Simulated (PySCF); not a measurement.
**C4H10GeOSi: density, localisation and related maps**

```xyz
17

C    -3.1967    0.0378    0.3345
C    -1.8754    0.1158    0.3152
Si   -0.6900    1.5895    0.1039
C     0.7695    0.4152    0.5782
O     1.8020    0.4313   -0.3834
C     2.8468   -0.4419   -0.0687
Ge   -0.4333   -1.2232    0.5583
H    -3.7175   -0.8964    0.4920
H    -3.8271    0.9054    0.1933
H    -0.8919    2.6816    1.0609
H    -0.5574    2.0701   -1.2676
H     1.1863    0.6282    1.5732
H     3.5645   -0.3976   -0.8859
H     2.4718   -1.4723    0.0400
H     3.3377   -0.1542    0.8702
H    -0.2588   -2.1302   -0.6402
H    -0.5378   -2.1469    1.7656
```

Geometry: GFN2-xTB.

All numbers below come from PySCF 2.14.0, PBE0/def2-SVPD, SCF density, gas phase.

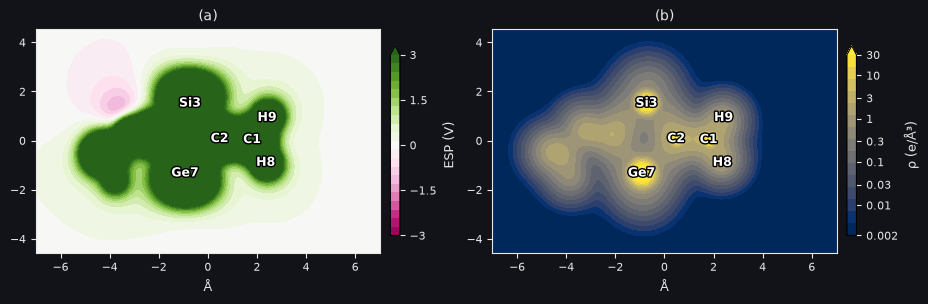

Figure 1. (a) electrostatic potential; (b) electron density on the plane of atoms C1, C2 and Si3.

**Interpret the plot.**

- The section cuts through C, Si, Ge and H sites.
- C–C (1.32 Å): ρ at the midpoint is about 2.3 e/Å³.
- C–Si (1.90 Å): the density is about 0.91 e/Å³ at the midpoint.
- C–Ge (1.98 Å): ρ at the midpoint is about 0.83 e/Å³.
- C–H (1.08 Å): the density is about 2 e/Å³ at the midpoint.
- Outside the dense part of the molecule the potential is most negative (−1.2 V) near O5, which lies off the plane.

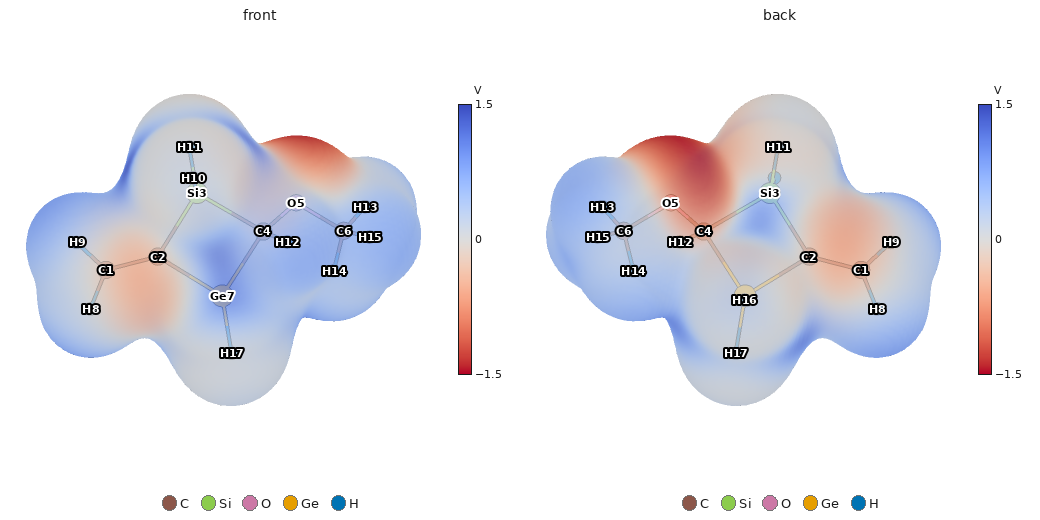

Figure 2. The electrostatic potential painted on the density surface at 0.002 e/bohr³, seen from the front and from behind; red is negative and blue positive.

**Describe the electrostatic potential map.**

The most negative region (about −1.4 V, or −32 kcal/mol for a unit charge) lies over O5, the most positive (about +1.1 V, or +25 kcal/mol for a unit charge) over Si3. O5 is the likeliest acceptor of a hydrogen bond.

**How polar is the molecule by this calculation?**

Its dipole moment is 0.99 D.
